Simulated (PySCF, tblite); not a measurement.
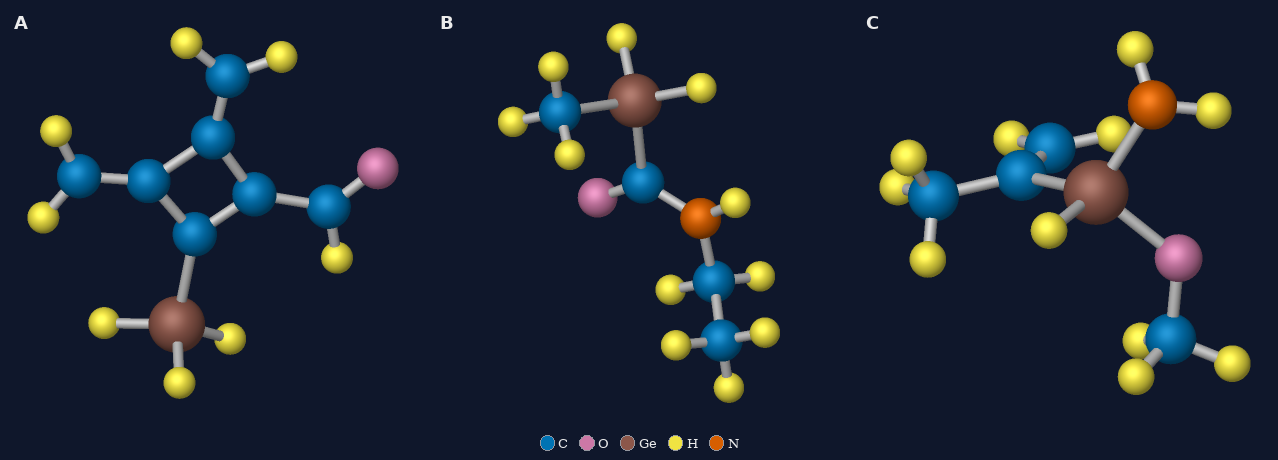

Source: calculation with PySCF and tblite.

```xyz
18
charge 0, multiplicity 1
C    -1.1356    0.4770   -1.6346
C    -1.1026   -0.1361   -0.4636
C    -1.9913   -1.2849   -0.1149
Ge    0.1899    0.4423    0.9455
N     0.0936    2.1539    1.5331
O     1.8663    0.4211    0.3559
C     2.5309   -0.7075   -0.1549
H    -1.8127    0.1861   -2.4253
H    -0.4747    1.3025   -1.8537
H    -2.6370   -1.5552   -0.9482
H    -2.6075   -1.0267    0.7461
H    -1.3885   -2.1497    0.1637
H     0.1005   -0.4961    2.1454
H     0.9154    2.6932    1.2978
H    -0.7253    2.6852    1.2766
H     3.5585   -0.4072   -0.3680
H     2.0655   -1.0623   -1.0784
H     2.5460   -1.5293    0.5656
```

**Which picture belongs to the input above?**

C. The file holds C4H11GeNO, `C=[C](C)[Ge@H]([NH2])[O]C`.
